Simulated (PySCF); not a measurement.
System: C$_{8}$H$_{7}$O$_{2}$P.

Input

```
{"job": {"kind": "nmr", "xc": "PBE0", "basis": "pcSseg-1"}, "charge": 0, "multiplicity": 1}
C     -3.083552     0.285640     1.917349
C     -2.533444     0.165060     0.857782
P     -1.723928     0.077998    -0.725466
O     -2.183912     1.052665    -1.717900
O     -2.015636    -1.438144    -1.196672
C      0.040457     0.077458    -0.326390
C      0.872975     0.975542    -0.973791
C      2.228067     0.977472    -0.692359
C      2.740302     0.083352     0.233885
C      1.902862    -0.812377     0.881818
C      0.548028    -0.815770     0.605355
H     -3.566774     0.371899     2.847592
H     -2.546922    -1.400274    -1.994211
H      0.443715     1.660642    -1.689939
H      2.883404     1.674654    -1.193149
H      3.797859     0.082076     0.453989
H      2.309888    -1.505914     1.603217
H     -0.122148    -1.505661     1.097234
```

Run with:

```sh
OMP_NUM_THREADS=1 python probes_run.py task.json out
```

Geometry: GFN2-xTB.

Computed with PySCF, PBE0/pcSseg-1, SCF density, gas phase, non-relativistic.

Q: What will maps of the electron density and electron localisation function show?

A: P–O (1.47 Å): the density is about 1.9 e/Å³ at the midpoint; the ELF peaks at about 0.80 between the atoms, as expected for a polar covalent bond.
C–P (1.81 Å): the density is about 1.3 e/Å³ at the midpoint; the ELF peaks at about 0.95 between the atoms (a shared electron pair).
C–C (1.38 Å): ρ at the midpoint is about 2.1 e/Å³; the ELF peaks at about 0.95 between the atoms, as expected for localised, covalent bonding.

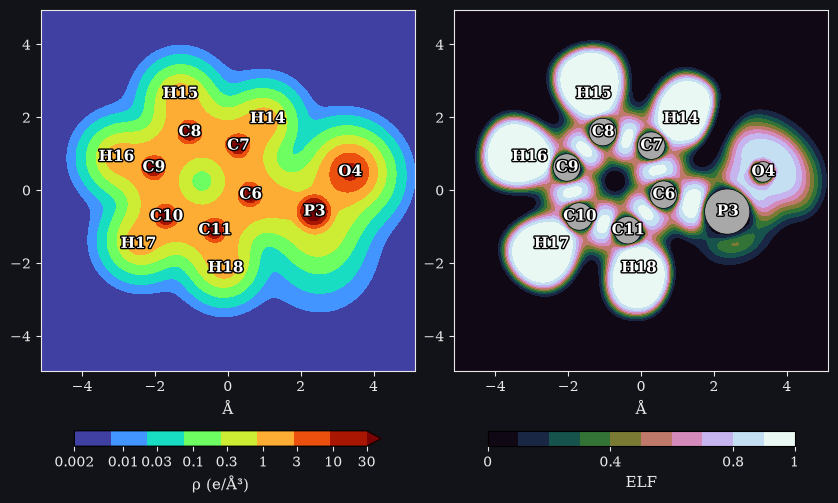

Computed electron density and electron localisation function on the plane of atoms P3, C6 and C7, in this order. Grey discs cover the atomic cores in the ELF map. 
